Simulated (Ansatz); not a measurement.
CBrSi2 (SMILES [Si]=[Si]=[C-]Br) (charge −1, triplet)

Input file:

```
crystal:
  periodic: [false, false, false]
  atoms:
    - symbol: C
      position_ang: [0.765049, -1.685425, -1.786739]
    - symbol: Br
      position_ang: [1.792156, -1.784775, -3.298239]
    - symbol: Si
      position_ang: [-1.754415, -1.578202, 1.137823]
    - symbol: Si
      position_ang: [-0.496186, -1.698604, -0.707968]
basis:
  gaussian: {orbitals: def2-TZVPD}
total_charge: -1
magnetization: {spin_polarized: true, initial_magnetization: 2}
hamiltonian: {xc: {name: PBE0}}
output: {forces: true, orbitals: {seedname: orbitals}}
```

Launched as:

```sh
ansatz run input.yaml --threads 1 --pin off --max-ram 2610MiB --events-out events.jsonl --progress --plain --runs-dir runs
```

Geometry: PBE0-D3(BJ)/def2-SVPD; ⟨S²⟩ = 2.10, above the pure value of 2.00.

Method: isolated molecule in a Gaussian basis; Kohn-Sham density functional theory, functional PBE0 in Ansatz.

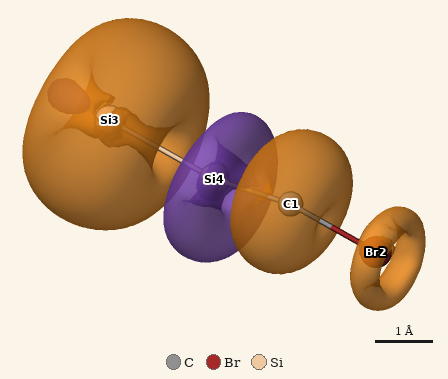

Figure 1. Isosurfaces of the spin density at +0.02 (orange) and −0.02 e/Å³ (purple), seen at an oblique angle.

Which atoms carry the spin?

The unpaired spin (2 electrons) lies mostly on Si3 (about 1.4), C1 (about 0.6) and Br2 (about 0.1), in electrons by Hirshfeld's partition.

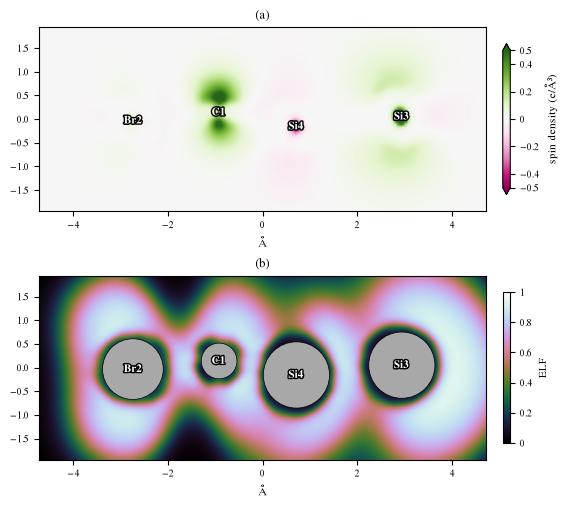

Figure 2. (a) spin density (α minus β); (b) electron localisation function on the molecular plane. Grey discs cover the atomic cores in the ELF map.

Describe what can be read from this map.

The section cuts through C, Br and Si sites.
C–Si (1.66 Å): the ELF peaks at about 0.85 between the atoms: a covalent bond.
C–Br (1.83 Å): the ELF peaks at about 0.85 between the atoms (a covalent bond).
Si–Si (2.24 Å): the ELF peaks at about 0.85 between the atoms: a shared electron pair.
The ELF also peaks beside Br2 and Si3, away from the bonds: non-bonding electrons, paired or unpaired.

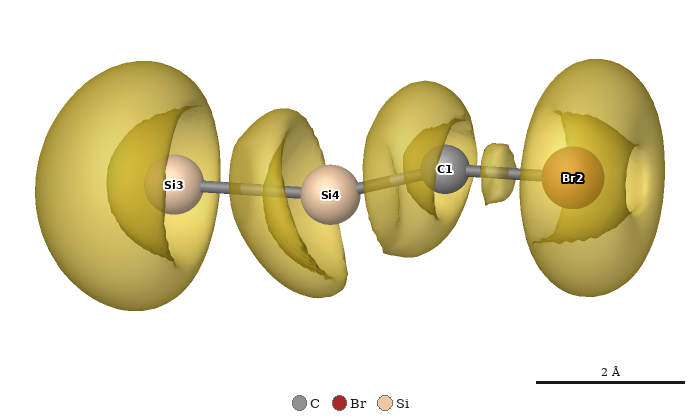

Figure 3. Isosurface of the electron localisation function at 0.75 (yellow), seen at a tilt. Core shells and regions of very low density are left out.

What do the ELF domains correspond to?

At this value the surface marks out one region between bonded Br–C atoms (shared pairs), one region between bonded C–Si atoms (shared pairs), one region between bonded Si–Si atoms (shared pairs), one ring or bowl of non-bonding electrons around Br and one lobe on Si, pointing away from the bonds (non-bonding electrons).

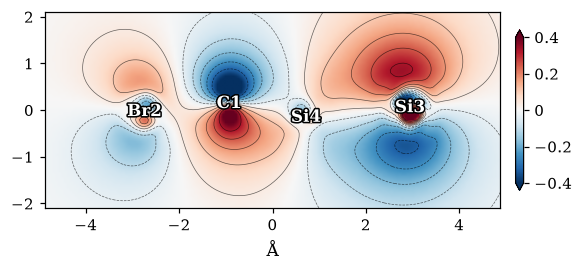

Figure 4. The HOMO−1 (α) on the molecular plane (values in Å⁻³ᐟ²; the overall sign is arbitrary).

Describe this orbital and give its energy.

It lies mainly on Si3 (about 60 %), C1 (about 15 %), Si4 (about 15 %) and Br2 (about 10 %). Its energy is −0.96 eV.
